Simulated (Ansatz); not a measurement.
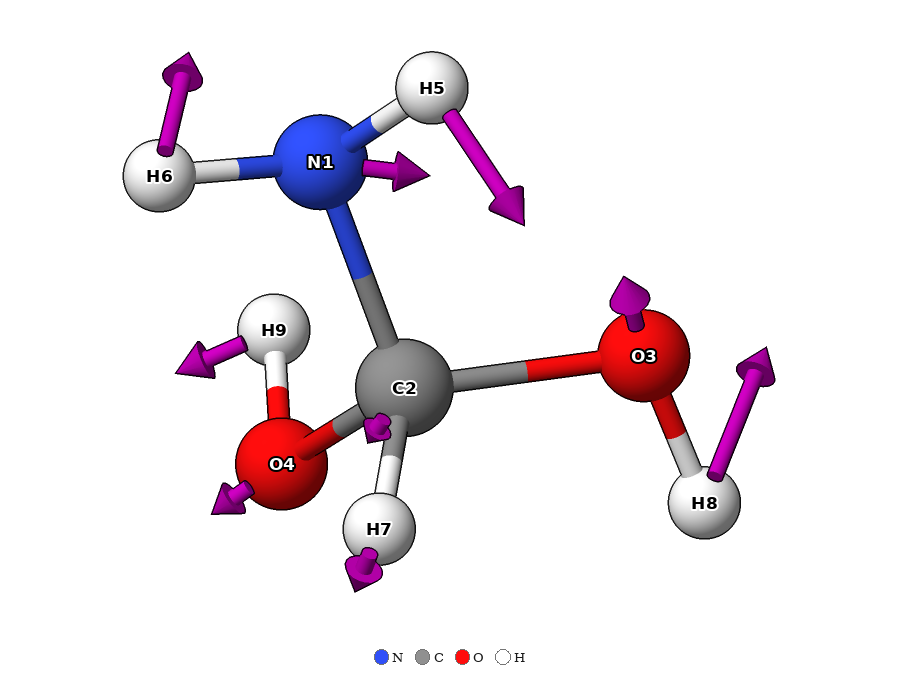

The arrows show one normal mode. Harmonic vibrations computed with RKS PBE0-D4/def2-TZVP (Ansatz 0.2.0) at a stationary point of the same level.

**Estimate its harmonic wavenumber.**

496 cm⁻¹; it is mode 4 of 21 counted from the lowest.
